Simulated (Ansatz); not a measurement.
**The cluster Al3Cl: geometry, orbitals and charge**

What does the cluster Al3Cl look like as a singlet, and where do its frontier electrons sit?

The runs use Ansatz 0.2.0, Gaussian basis; RKS PBE0-D4/def2-TZVP.

Plan: relaxation at PBE-D4/def2-TZVP; a search for the lowest solution at PBE0-D4/def2-SVP; a single point at PBE0-D4/def2-TZVP; harmonic vibrations at PBE-D4/def2-TZVP.

### Step 1. The starting structure

4 atoms, charge 0, spin multiplicity 1.

Atoms are counted from 1 here; the program's logs count them from 0.

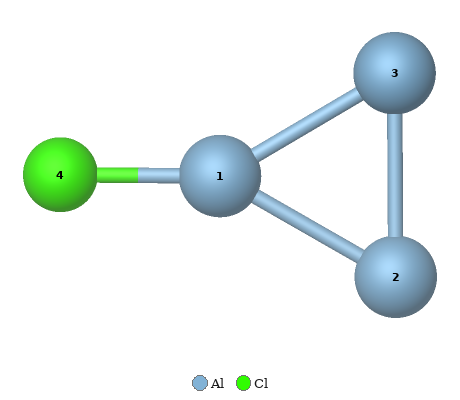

Start geometry, drawn with aluminium light blue, chlorine green; atoms are numbered from 1 in the order of the file.

The start is a GFN2-xTB geometry.

### Step 2. Relaxation at PBE-D4/def2-TZVP

in.yaml reads:

```yaml
crystal:
  periodic: [false, false, false]
  atoms:
    - {symbol: Al, position_ang: [0.352160, -0.321860, -0.393350]}
    - {symbol: Al, position_ang: [-1.168630, 1.767990, 0.076010]}
    - {symbol: Al, position_ang: [-0.709240, -0.000370, 1.993530]}
    - {symbol: Cl, position_ang: [1.525710, -1.445760, -1.676190]}
basis:
  gaussian: {orbitals: def2-TZVP}
hamiltonian: {xc: pbe, dispersion: d4}
scf: {lower_state_search: "off"}
output: {orbitals: {seedname: orbitals}}
relax: {f_tol: 0.02, max_steps: 100}
```

Command:

```
$ ansatz run in.yaml --threads 4 --pin off --events-out ev --progress --plain --max-ram 3916MiB
```

Output, shortened:

```text
Functional definition: PBE
  name "PBE"
  cite "Perdew, Burke & Ernzerhof, Phys. Rev. Lett. 77, 3865 (1996) doi:10.1103/PhysRevLett.77.3865"
  parent pbe
[...]
1033 factors; their error is unknown
[...]
mean field -32298.54494350 eV, -1186.9496339335 hartree, gradient 4.4e-6 eV, S^2 0.000000; 0 other end points of the search recorded, 0 dependent functions left out
[...]
reference -32298.54497808 eV, -1186.9496352045 hartree; 28, 28 occupied and 120, 120 virtual orbitals, 1033 factors
relax step   1: F+E_penalty+E_count = -32298.69059165 eV  Δ(F+E_penalty+E_count) = +0.000e0 eV  max|allowed force component| = 8.397e-1 eV/Å  Δτ_max = 0.0000 Å  (20 SCF iters, accepted)
[...]
relax step   3: F+E_penalty+E_count = -32298.84868760 eV  Δ(F+E_penalty+E_count) = -4.453e-3 eV  max|allowed force component| = 5.578e-2 eV/Å  Δτ_max = 0.0271 Å  (22 SCF iters, accepted)
[...]
relax step   4: F+E_penalty+E_count = -32298.84976138 eV  Δ(F+E_penalty+E_count) = -1.074e-3 eV  max|allowed force component| = 9.184e-3 eV/Å  Δτ_max = 0.0112 Å  (23 SCF iters, accepted)
Total energy: -32298.84979556 eV, -1186.9608370403 hartree
Atom 0 at     0.339345    -0.319787    -0.374574 Å, force    -0.001963     0.001597     0.002679 eV/Å
Atom 1 at    -1.150012     1.694980     0.159496 Å, force    -0.003988     0.007285    -0.002015 eV/Å
Atom 2 at    -0.734042     0.082484     1.916249 Å, force    -0.001988    -0.001619     0.008520 eV/Å
Atom 3 at     1.544709    -1.457677    -1.701172 Å, force     0.007939    -0.007264    -0.009184 eV/Å
Dipole moment:    -0.219240     0.206950     0.241344 e Å
Checks for a lower state left out: stability, starts, cluster_reference, orbital_swaps, neighbouring_geometries, increment
```

Run time: 3 s. Hardware: 4 threads of Arm Neoverse V2, shared host.

Step by step:

```csv
step,energy from step 1 (eV),largest force component (eV/Å)
1,0.0000,0.8397
2,-0.1536,0.1884
3,-0.1581,0.0558
4,-0.1592,0.0092
```

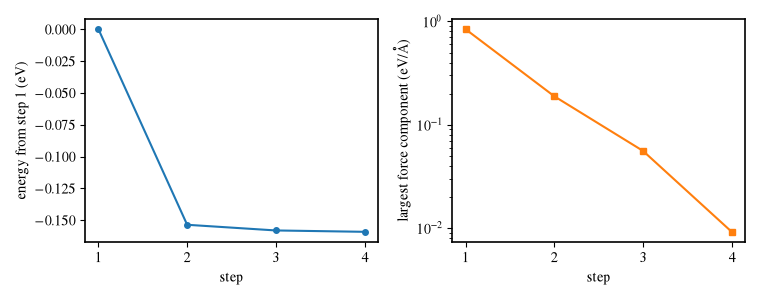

Energy and force, step by step.

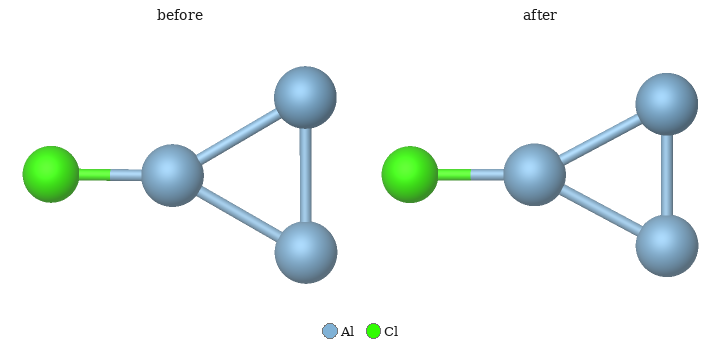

Before and after, at one scale.

Distances of close pairs at the start and the end, largest changes first:

```csv
bond,before (Å),after (Å),change (Å)
Al2–Al3,2.649,2.421,-0.228
Al1–Al3,2.632,2.562,-0.070
Al1–Al2,2.627,2.562,-0.065
Al1–Cl4,2.070,2.123,+0.053
```

Bonds by kind at the end (by distance):

```csv
bond,count,shortest (Å),longest (Å)
Al–Al,3,2.421,2.562
Al–Cl,1,2.123,2.123
```

### Step 3. Searching for the lowest solution, PBE0-D4/def2-SVP

start.molden holds the orbitals of an earlier run on this state, given as this run's starting guess.

in.yaml reads:

```yaml
crystal:
  periodic: [false, false, false]
  atoms:
    - {symbol: Al, position_ang: [0.339345, -0.319787, -0.374574]}
    - {symbol: Al, position_ang: [-1.150012, 1.694980, 0.159496]}
    - {symbol: Al, position_ang: [-0.734042, 0.082484, 1.916249]}
    - {symbol: Cl, position_ang: [1.544709, -1.457677, -1.701172]}
basis:
  gaussian: {orbitals: def2-SVP, initial_orbitals: start.molden}
hamiltonian: {xc: pbe0, dispersion: d4}
output: {orbitals: {seedname: orbitals}}
```

Same command.

Output:

```text
Functional definition: PBE0
  name "PBE0"
  cite "Adamo & Barone, J. Chem. Phys. 110, 6158 (1999) doi:10.1063/1.478522"
  cite "Perdew, Burke & Ernzerhof, Phys. Rev. Lett. 77, 3865 (1996) doi:10.1103/PhysRevLett.77.3865"
  parent pbe
  parameter a = 0.25
  parameter kappa = 0.804
  parameter beta = 0.06672455060314922
  exchange = (1 - a)*pbe_x(kappa = kappa, mu = beta*pi^2/3) + a*exact_x
  correlation = pbe_c(beta = beta)
632 factors; integrals over basis functions are off by at most 9.0e-4 eV
mean field evaluation 1: about -32289.7816 eV, gradient 6.9e0 eV
mean field evaluation 2: about -32289.8828 eV, gradient 1.0e-1 eV
mean field evaluation 4: about -32289.9440 eV, gradient 5.7e-4 eV
mean field evaluation 8: about -32288.9994 eV, gradient 1.4e1 eV
mean field evaluation 16: about -32289.9440 eV, gradient 1.1e-2 eV
mean field -32289.94397956 eV, -1186.6335543385 hartree, gradient 3.0e-5 eV, S^2 0.000000; 3 other end points of the search recorded, 0 dependent functions left out
reference -32289.94400269 eV, -1186.6335551889 hartree; 28, 28 occupied and 44, 44 virtual orbitals, 632 factors
Total energy: -32290.06942918 eV, -1186.6381645272 hartree
```

It took 0.95 s on 4 threads of Arm Neoverse V2, shared host.

Report: HOMO -5.09 eV, LUMO -3.43 eV.

### Step 4. Single point, PBE0-D4/def2-TZVP

Changes to in.yaml since step 3:

```diff
@@ -8,4 +8,5 @@
 basis:
-  gaussian: {orbitals: def2-SVP, initial_orbitals: start.molden}
+  gaussian: {orbitals: def2-TZVP, initial_orbitals: start.molden}
 hamiltonian: {xc: pbe0, dispersion: d4}
+scf: {omitted_lower_state_checks: [starts]}
 output: {orbitals: {seedname: orbitals}}
```

The command is unchanged.

Output:

```text
Functional definition: PBE0
  name "PBE0"
  cite "Adamo & Barone, J. Chem. Phys. 110, 6158 (1999) doi:10.1063/1.478522"
  cite "Perdew, Burke & Ernzerhof, Phys. Rev. Lett. 77, 3865 (1996) doi:10.1103/PhysRevLett.77.3865"
  parent pbe
  parameter a = 0.25
  parameter kappa = 0.804
  parameter beta = 0.06672455060314922
  exchange = (1 - a)*pbe_x(kappa = kappa, mu = beta*pi^2/3) + a*exact_x
  correlation = pbe_c(beta = beta)
these checks for a lower state are left out or cut short: starts
1105 factors; their error is unknown
mean field evaluation 1: about -32299.2407 eV, gradient 1.3e2 eV
mean field evaluation 2: about -32301.0923 eV, gradient 2.6e0 eV
mean field evaluation 4: about -32301.1998 eV, gradient 8.8e-2 eV
mean field -32301.19983951 eV, -1187.0471995624 hartree, gradient 4.3e-5 eV, S^2 0.000000; 0 other end points of the search recorded, 0 dependent functions left out
reference -32301.19986512 eV, -1187.0472005037 hartree; 28, 28 occupied and 120, 120 virtual orbitals, 1105 factors
Total energy: -32301.32529161 eV, -1187.0518098420 hartree
Checks for a lower state left out: starts
```

Run time: 1.2 s. Hardware: 4 threads of Arm Neoverse V2, shared host.

From the report: HOMO -5.05 eV, LUMO -3.34 eV.

Mulliken charges, from this run's orbitals:

```csv
atom,value (e)
Al1,0.24
Al2,0.01
Al3,0.01
Cl4,-0.25
```

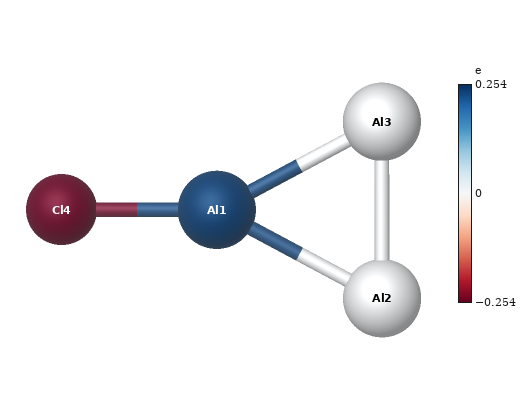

Mulliken charges, from this run's orbitals, as colours on the atoms.

Largest Mayer bond orders: Al2–Al3 1.34; Al1–Cl4 1.15; Al1–Al2 0.96; Al1–Al3 0.96.

### Step 5. Vibrations by finite differences

Changes to in.yaml since step 4:

```diff
@@ -8,5 +8,5 @@
 basis:
-  gaussian: {orbitals: def2-TZVP, initial_orbitals: start.molden}
-hamiltonian: {xc: pbe0, dispersion: d4}
+  gaussian: {orbitals: def2-TZVP}
+hamiltonian: {xc: pbe, dispersion: d4}
 scf: {omitted_lower_state_checks: [starts]}
-output: {orbitals: {seedname: orbitals}}
+phonons: {temperatures: {t_min: 298.15, t_max: 900, t_step: 200}}
```

Same command.

Output, shortened:

```text
Functional definition: PBE
  name "PBE"
  cite "Perdew, Burke & Ernzerhof, Phys. Rev. Lett. 77, 3865 (1996) doi:10.1103/PhysRevLett.77.3865"
  parent pbe
[...]
1033 factors; their error is unknown
[...]
mean field -32298.70523104 eV, -1186.9555243920 hartree, gradient 2.8e-5 eV, S^2 0.000000; 0 other end points of the search recorded, 0 dependent functions left out
[...]
reference -32298.70526522 eV, -1186.9555256482 hartree; 28, 28 occupied and 120, 120 virtual orbitals, 1033 factors
[...]
1033 factors; their error is unknown
mean field -32298.70519482 eV, -1186.9555230608 hartree, gradient 3.0e-6 eV, S^2 0.000000; 0 other end points of the search recorded, 0 dependent functions left out
[...]
reference -32298.70522900 eV, -1186.9555243171 hartree; 28, 28 occupied and 120, 120 virtual orbitals, 1033 factors
[...]
1033 factors; their error is unknown
[...]
1033 factors; their error is unknown
[...]
mean field -32298.70527364 eV, -1186.9555259575 hartree, gradient 1.7e-6 eV, S^2 0.000000; 0 other end points of the search recorded, 0 dependent functions left out
[...]
reference -32298.70530782 eV, -1186.9555272137 hartree; 28, 28 occupied and 120, 120 virtual orbitals, 1033 factors
Total energy: -32298.84979558 eV, -1186.9608370407 hartree
Atom 0 at     0.339345    -0.319787    -0.374574 Å, force    -0.001959     0.001594     0.002676 eV/Å
Atom 1 at    -1.150012     1.694980     0.159496 Å, force    -0.003990     0.007289    -0.002016 eV/Å
Atom 2 at    -0.734042     0.082484     1.916249 Å, force    -0.001987    -0.001621     0.008522 eV/Å
Atom 3 at     1.544709    -1.457677    -1.701172 Å, force     0.007936    -0.007262    -0.009182 eV/Å
Dipole moment:    -0.219241     0.206951     0.241345 e Å
Vibrations: 80.07 99.69 238.06 292.66 370.09 546.05 cm⁻¹, zero-point energy 0.100838 eV
Checks for a lower state left out: starts
```

Run time: 16 s. Hardware: 4 threads of Arm Neoverse V2, shared host.

Motions are named by where the mode's potential energy lies. The modes, unscaled (a negative number is an imaginary wavenumber):

```csv
mode,cm⁻¹,motion
1,80,bend
2,100,out-of-plane bend
3,238,Al–Al stretch
4,293,Al–Al stretch with bend
5,370,Al–Al stretch
6,546,Al–Cl stretch
```

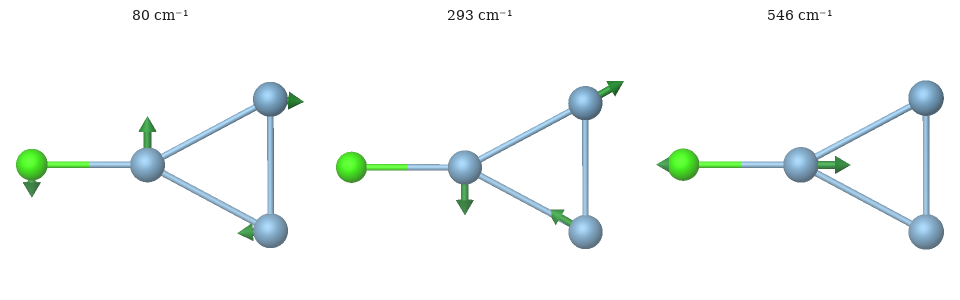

How the atoms move in 3 of the modes.

### Step 6. Summary of results

| quantity | value |
| --- | --- |
| point group | C2v |
| commonest bond | Al–Al, 3 of mean length 2.515 Å |
| HOMO, LUMO at PBE0-D4/def2-TZVP | -5.05, -3.34 eV |
| dipole at PBE-D4/def2-TZVP | 1.85 D |
| lowest, highest wavenumber | 80, 546 cm⁻¹ |

The molecule keeps its bonding pattern by the stored test; the atoms moved 0.08 Å (rms). All wavenumbers are real: a minimum at this level. Whether this spin is the lowest isn't tested here.
